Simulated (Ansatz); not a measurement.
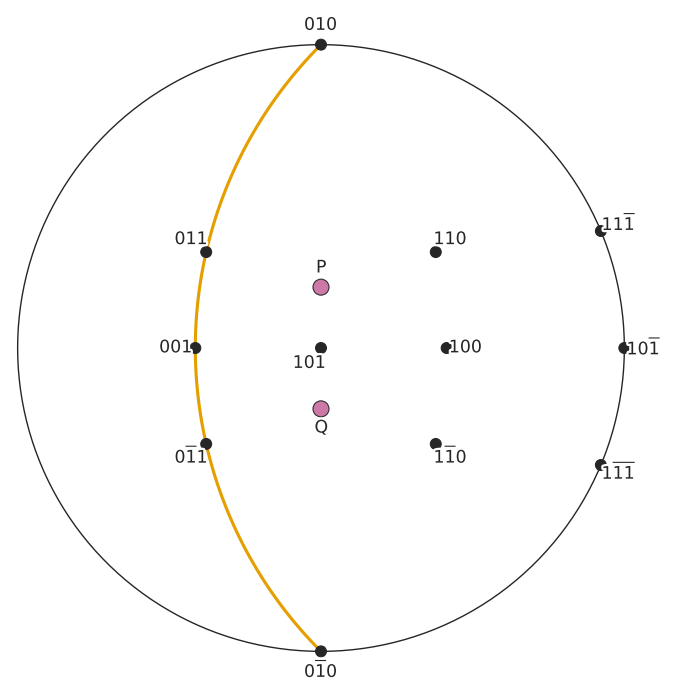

Stereographic projection of plane normals (upper hemisphere) centred on (1 0 1). Crystal: Ga, the geometry relaxed at fixed volume with DFT PBE, spin-orbit coupling, plane waves, PAW (Ansatz 0.2.0). All values are computed from the atomic coordinates in the standard setting (tolerance 0.002 Å).

a = 4.579 Å, b = 7.747 Å, c = 4.580 Å, α = 90.00°, β = 90.00°, γ = 90.00°.

Question: Index the poles marked P, Q.

Answer: P is (1 1 1), 22.7° from the centre; Q is (1 −1 1), 22.7° from the centre.

Question: Which zone does the coloured great circle trace?

Answer: The zone [1 0 0]: its poles satisfy h = 0.

Question: What is the angle between the normals of (0 −1 0) and (1 −1 0), and what are their d_hkl = 1/|g|?

Answer: 59.4°; d = 7.747 Å and 3.942 Å.
